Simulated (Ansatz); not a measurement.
CH5In (SMILES [CH3][InH2])

The calculation's input:

```
crystal:
  periodic: [false, false, false]
  atoms:
    - {symbol: C, position_ang: [1.329510, -0.016762, -1.166693]}
    - {symbol: In, position_ang: [-0.659170, 0.157976, -0.326892]}
    - {symbol: H, position_ang: [-1.622021, -1.254955, -0.012216]}
    - {symbol: H, position_ang: [1.506191, -1.015311, -1.589791]}
    - {symbol: H, position_ang: [1.486964, 0.742972, -1.946692]}
    - {symbol: H, position_ang: [-1.303018, 1.728124, 0.054305]}
    - {symbol: H, position_ang: [2.072955, 0.162346, -0.373341]}
basis:
  gaussian: {orbitals: def2-TZVPD}
total_charge: 0
hamiltonian: {xc: {name: PBE0}}
output: {forces: true, orbitals: {seedname: orbitals}}
```

Run with:

```sh
ansatz run input.yaml --threads 1 --pin off --max-ram 2610MiB --events-out events.jsonl --progress --plain --runs-dir runs
```

Geometry: PBE0-D3(BJ)/def2-SVP; core potentials replace the inner electrons of In.

These are results of isolated molecule in a Gaussian basis; Kohn-Sham density functional theory, functional PBE0 in Ansatz 0.2.0, not measurements.

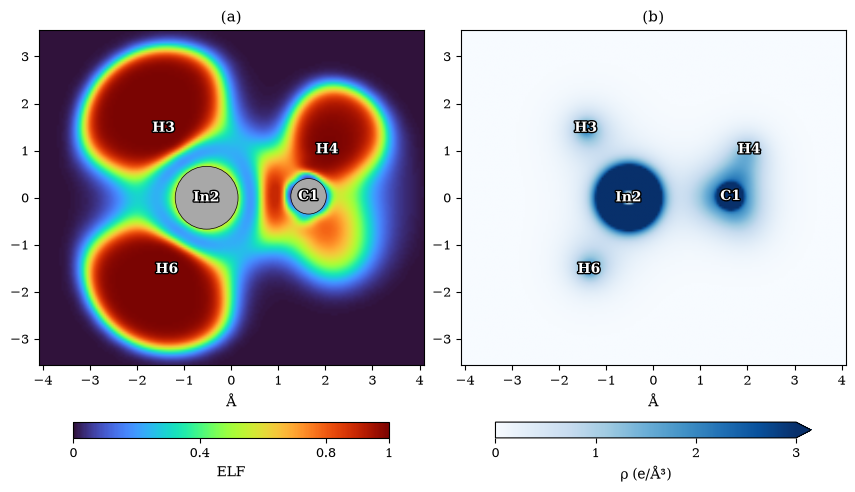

Figure 1. (a) electron localisation function; (b) electron density on the plane of atoms H3, In2 and H6. Grey discs cover the atomic cores in the ELF map.

Q: What does the map show?

A: Atoms in the plane: C, In and H. C–In (2.17 Å): ρ at the midpoint is about 0.66 e/Å³; the ELF peaks at about 0.90 in the valence shell of C, 0.6 Å from its nucleus, and drops to about 0.20 between the two atoms. C–H (1.10 Å): ρ at the midpoint is about 1.9 e/Å³; the ELF climbs to about 1 towards the hydrogen, as it does in any bond to H; a covalent bond by its length. In–H (1.74 Å): the density is about 1.1 e/Å³ at the midpoint; the ELF climbs to about 1 towards the hydrogen.

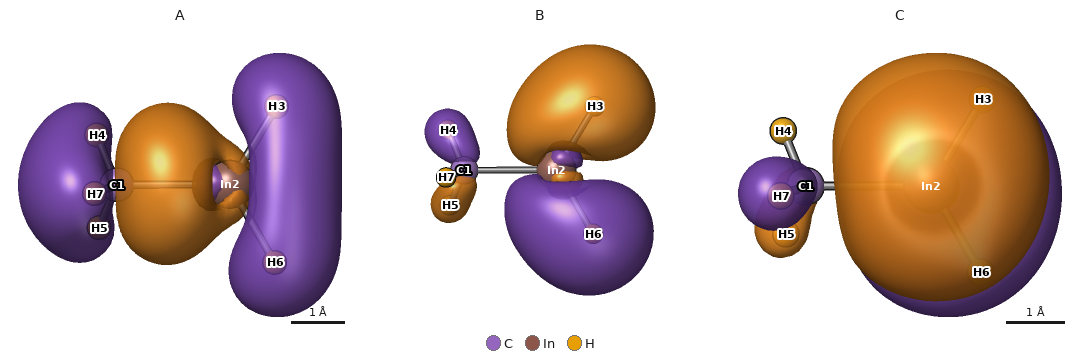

Figure 2. Three frontier orbitals at ±0.06 Å⁻³ᐟ² (orange and purple are the two phases), in no order.

Q: Order the three orbitals by energy and name them.

A: B is the HOMO−1 (−7.89 eV). Its weight (Hirshfeld) is mainly on In2 (about 40 %), H3 (about 30 %) and H6 (about 30 %). A is the HOMO (−7.56 eV). It lies mainly on C1 (about 40 %), In2 (about 30 %), H6 (about 10 %) and H3 (about 10 %). C is the LUMO (−1.56 eV). It lies mainly on In2 (about 85 %).

Q: What is the HOMO–LUMO gap?

A: 6.00 eV between the orbital energies.

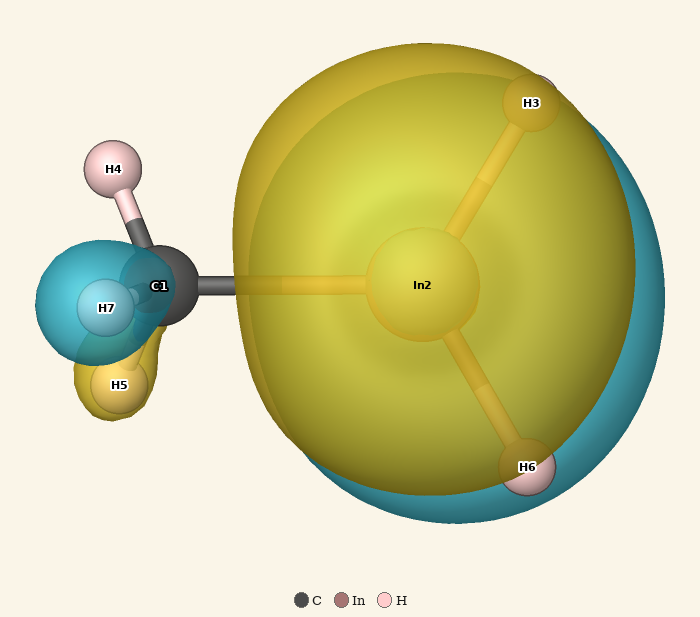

Figure 3. The LUMO at ±0.08 Å⁻³ᐟ² (yellow and cyan are the two phases), seen across its widest extent.

Q: What is the character of this orbital?

A: Its weight (Hirshfeld) is mainly on In2 (about 85 %). Its energy is −1.56 eV.
